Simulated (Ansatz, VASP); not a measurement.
# Cross-check of Ge between VASP and Ansatz

Wanted: the spread between two codes on one cell, functional and k mesh.

Calculated with Ansatz 0.2.0; plane waves, with VASP 6.6.1 beside it; zone-centre phonons at LDA.

## Step 1: The structure

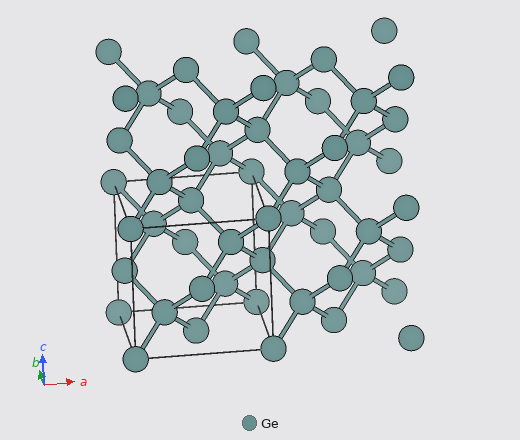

The starting structure, seen slightly off an axis (germanium teal). 2×1×2 cells are drawn. This picture shows the conventional cell, with its axes. Bonds to atoms that aren't drawn are left out. Some periodic images of atoms are drawn too.

## Step 2: Ansatz: zone-centre phonons, LDA

Ansatz runs on its default PAW (the set named soft_2) files.

Second derivatives magnify differences that forces hide, and they need a tight electronic threshold.

The input, input.yaml:

```yaml
crystal:
  lattice:
    - [3.9764803261, 0.0, 0.0]
    - [0.0, 3.9764803261, 0.0]
    - [0.0, 0.0, 5.6187492714]
  atoms:
    - { symbol: Ge, position: [0.0, 0.0, 0.5] }
    - { symbol: Ge, position: [0.5, 0.5, 0.0] }
    - { symbol: Ge, position: [0.5, 0.0, 0.75] }
    - { symbol: Ge, position: [0.0, 0.5, 0.25] }
hamiltonian:
  xc: lda
  pseudopotentials: { kind: paw }
kpoints:
  mp_grid: { grid: [10, 10, 8] }
scf:
  occupations: { method: gaussian, width: 0.05 }
phonons:
  method: dfpt
  qpoints: [[0, 0, 0]]
```

Started as:

```console
> ansatz run input.yaml --threads 4 --pin off --max-ram 9216MiB --backend cpu --events-out ev --progress --plain --runs-dir out
```

Numbers of over 12 decimals in the logs are rounded to 6 here.

Log:

```text
zone centre: on kpoints.mp_grid the ground state, and the responses unless they are solved on pairs of k-points, stand on 180 of the mesh's 800 k-points, reduced under 4 symmetry operations, with k and −k counted as one. Each operation leaves every solved displacement unchanged or reverses it
Engine: ansatz 0.2.0, aarch64-unknown-linux-gnu
Pseudopotentials: kind: paw
Pseudopotential: Ge, paw, valence charge 14, recommended cutoff 420 eV (normal), Ge.paw.azcp
Functional definition: SPW92
  exchange = slater_x
  correlation = pw_c
Crystal: 4 atoms, lattice volume = 88.846 Å³
Basis set: ecut = 420 eV, 1739 PW (Γ), exchange–correlation on 60×60×80 points (8 copies of the dense FFT grid, shifted against one another)
Bands: 34, of which v1, the nominal top of the filled ones, is band 28 counted from 1 (27 counted from 0)
Symmetry: 32 space group operations
k-points: 180 of 800 (irreducible under 4 space group operations, time reversal used)
Non-local potential: Ge, projectors of the file, l = 0: 2, l = 1: 2, l = 2: 3, l = 3: 1
PAW form: soft (Blöchl's): semilocal exchange-correlation on the pseudo side does not see the compensation charge
PAW frozen core: Ge, regenerated for the run's functional, and the local potential with it (the file was generated under x = pbe(κ = 0.804, μ = 0.219515), c = pbe(β = 0.066725))
PAW one-centre angular grid: Ge, 590 points (default); XC on 64 Gauss nodes
Initial density: superposition of atomic densities (neutral atoms: chi_scale 0, normalization atom), corrected by the library's trained network
Initial wavefunctions: pseudopotential atomic-orbital guess
Functional: x = slater, c = lda
SCF iter   1: F=—  HF=-16862.883288 eV  |F-HF|=—  |Δ(HF+E_count)|=         —  Δρ=4.92e-3  dr2=8.56e-3  ethr=1.77e-3  ⟨swp⟩=6.1  Hψ=23077  notcnv=0
preconditioner: auto → Resta (q_TF=auto, 2.526 Å⁻¹)  ε∞=2.7  [insulator: Δε(μ)=0.098 eV  Ē_g=22.723 eV  σ=0.050 eV  W_gap=0.65  n_scr=28 (ndim 8)  ℏωp=29.5 eV  f_vac=0.069  D(μ)=0.10/eV (n_scr^D=0)  ε∞_Penn≈2.7]
SCF iter   2: F=—  HF=-16862.878848 eV  |F-HF|=—  |Δ(HF+E_count)|=   4.44e-3  Δρ=2.86e-3  dr2=2.79e-3  ethr=1.53e-5  ⟨swp⟩=1.2  Hψ=7833  notcnv=0
SCF iter   3: F=—  HF=-16862.878811 eV  |F-HF|=—  |Δ(HF+E_count)|=   3.74e-5  Δρ=7.22e-4  dr2=2.11e-4  ethr=4.98e-6  ⟨swp⟩=2.0  Hψ=9405  notcnv=0
SCF iter   4: F=—  HF=-16862.878529 eV  |F-HF|=—  |Δ(HF+E_count)|=   2.82e-4  Δρ=2.89e-4  dr2=4.07e-5  ethr=3.76e-7  ⟨swp⟩=2.0  Hψ=10025  notcnv=0
SCF iter   5: F=—  HF=-16862.878499 eV  |F-HF|=—  |Δ(HF+E_count)|=   2.97e-5  Δρ=9.72e-5  dr2=4.20e-6  ethr=7.27e-8  ⟨swp⟩=2.0  Hψ=9405  notcnv=0
SCF iter   6: F=—  HF=-16862.878497 eV  |F-HF|=—  |Δ(HF+E_count)|=   2.27e-6  Δρ=6.08e-6  dr2=1.93e-8  ethr=7.51e-9  ⟨swp⟩=2.0  Hψ=10846  notcnv=0
SCF iter   7: F=—  HF=-16862.878497 eV  |F-HF|=—  |Δ(HF+E_count)|=   6.02e-9  Δρ=3.45e-6  dr2=4.65e-9  ethr=3.45e-11  ⟨swp⟩=2.2  Hψ=10848  notcnv=0
SCF iter   8: F=—  HF=-16862.878497 eV  |F-HF|=—  |Δ(HF+E_count)|=   4.97e-9  Δρ=8.52e-7  dr2=2.89e-10  ethr=8.30e-12  ⟨swp⟩=2.0  Hψ=10076  notcnv=0
SCF iter   9: F=-16862.878497 eV  HF=-16862.878497 eV  |F-HF|=1.09e-11  |Δ(HF+E_count)|=  3.09e-10  Δρ=8.06e-8  dr2=2.23e-12  ethr=1.00e-12  ⟨swp⟩=7.0  Hψ=31221  notcnv=0
SCF 1 converged in 9 iterations: F = -16862.878497 eV  dr2 = 2.23e-12
  greatest PAW one-centre occupation: 0.998 electrons in one spin orbital (limit 2), on the Ge atom at site 3 (counted from 0), in its partial waves of l = 2
DFPT response loops at Γ: preconditioner auto → Kerker (q_TF=auto, 2.526 Å⁻¹) (partly filled bands, converged f_vac=0.057); β = 1.00, the filter's whole step (`scf.mixing.beta` (0.50) is not read by the response loops under this deck's `scf.mixing.preconditioner`; to damp them name `kerker` or `kerker_dos`, under which they read `scf.mixing.beta`, and type it under 1.00, their step now; both keys bind the ground state too); Broyden in place of MSR1
SCF converged after 9 iterations
Free energy (F): -16862.878497 eV
Harris-Foulkes:  -16862.878497 eV  (|F-HF|=1.09e-11)
Internal energy: -16862.878368 eV  (E = F + TS)
E sigma→0 (E₀):  -16862.878433 eV
Entropy (-TS):   -0.000129 eV (-0.032 meV/atom)
Fermi energy:    8.534893 eV
--- Per-component energies (eV) ---
  E_band       = -607.423875
  E_kinetic    = 449.158190
  E_local      = -9848.303883  (includes V_loc(G=0)·N_el)
  E_nonlocal   = 1686.881800
  E_hartree    = 4317.541039
  E_xc         = -301.740835
  E_vxc        = -261.709568  (∫ρ·V_xc dr)
  E_paw        = -7765.515970  (= ΣΔE_a)
  E_vpaw       = -1268.533852  (= ΣTr[D̂ρ^β])
  E_aug_tail   = 0.001208  (compensation charges beyond the density's cutoff)
  E_ewald      = -5408.533222
  E_core_change = 7.633305  (= ΣΔE_core)
  E_smearing   = -0.000129  (= −TS)
  E_closure    = -0.000000  (closes the sum)
  Σ components = -16862.878497   (vs F -16862.878497, Δ=0.00e0)
--- Band table (eV; the first three rows and the last of 180) ---
  k-point 0: bands = [... 24 lower, 5.3711, 8.4981, 8.5122, 8.5122, 8.5187, 9.1491, 9.1491, 11.0474, ... 2 higher]
  k-point 1: bands = [... 24 lower, 5.4390, 7.2924, 8.2158, 8.2158, 8.9804, 9.4865, 9.6984, 10.8306, ... 2 higher]
  k-point 2: bands = [... 24 lower, 5.6416, 6.0850, 7.6141, 7.6141, 8.9774, 9.9853, 10.3569, 10.7548, ... 2 higher]
  k-point 179: bands = [... 24 lower, 4.5073, 4.5073, 4.5073, 4.5073, 12.8379, 12.8379, 12.8379, 12.8379, ... 2 higher]
--- Phonons (Γ-DFPT): 2 representative perturbations + reference, on 180 of 800 k-points (Σ response iterations 6) ---
  k mesh reduced under 4 symmetry operations, with k and −k counted as one. Each operation leaves every solved displacement unchanged or reverses it
  ASR residual: 2.674e-5 → 0.000e0 eV/Å²; symmetrization residual: 6.555e-13 eV/Å²
  ASR residual per site (eV/Å²): 2.67e-5 2.67e-5 2.67e-5 2.67e-5
  Γ frequencies (cm⁻¹): 0.00 0.00 0.00 72.96 72.96 234.93 234.93 266.84 266.84 286.52 287.19 287.19
  non-analytic LO–TO correction: not included (Born effective charges unavailable; polar crystals: no LO–TO splitting at Γ)
--- Phonons (arbitrary-q DFPT): 1 explicit q-point ---
  q = [0, 0, 0] (of the zone-centre solve; hermiticity 2.61e-14, symmetrization 5.17e-14): -0.00 0.00 0.00 72.96 72.96 234.93 234.93 266.84 266.84 286.52 287.19 287.19
  sum rule: each row above includes the acoustic sum rule's correction from the zone centre's row sums; it moved no ω² by more than (0.32 cm⁻¹)²
```

Wall time 57 s (4 threads of Arm Neoverse V1, shared host); peak memory 1.8 GiB.

Reading the cycles: dr2 is the Hartree energy of the density residual (eV), the measure of convergence; HF is the Harris–Foulkes estimate of the energy, which meets the free energy F at convergence.

(Part 1 of 2 ends here.)

[Lines on the potential files, build, host, timing and source positions are cut from VASP's logs without a mark.]

[Logs are printed without paths, hosts, clocks, repeated set-up lines and the standing remarks that a program may print on its own settings, such as how far it seeks lower states.]

[Hosts, paths, dates, database ids (printed as entryN), source tags and the programs' standing remarks are cut or masked in the printed files.]
